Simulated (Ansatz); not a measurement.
**Hypothetical R-3 C, pressure series**

The parent structure is C (space group R-3, No. 148; a hypothetical phase, not in the database extracts checked).

```
C
1.0
    3.17834     1.83501     1.29101
   -3.17834     1.83501     1.29101
    0.00000    -3.67003     1.29101
C
8
Cartesian
  0.98389   1.26654   2.82563
 -0.98389  -1.26654   1.04739
 -1.58880   0.21880   2.82563
  1.58880  -0.21880   1.04739
  0.60492  -1.48534   2.82563
 -0.60492   1.48534   1.04739
  0.00000   0.00000   2.70616
  0.00000   0.00000   1.16686
```

Cell and atoms are relaxed at each pressure.

Computed with plane-wave PAW DFT at the PBE level (Ansatz, a first-principles code, 420 eV), scalar-relativistic without spin-orbit coupling.

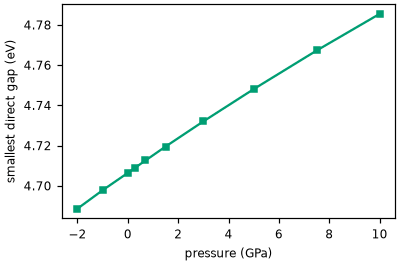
Figure. Smallest direct gap against pressure

Task: From the plot, what is the smallest direct gap for pressure 5 GPa?

Result: About 4.75 eV.

Task: Is the trend monotonic over the range shown?

Result: Yes, it rises throughout, spanning 4.69 eV to 4.79 eV.

Load acts through the strain it causes; cell and atoms are relaxed under it. Whether these cells are dynamically stable was not tested. Competing high-pressure phases were not computed.
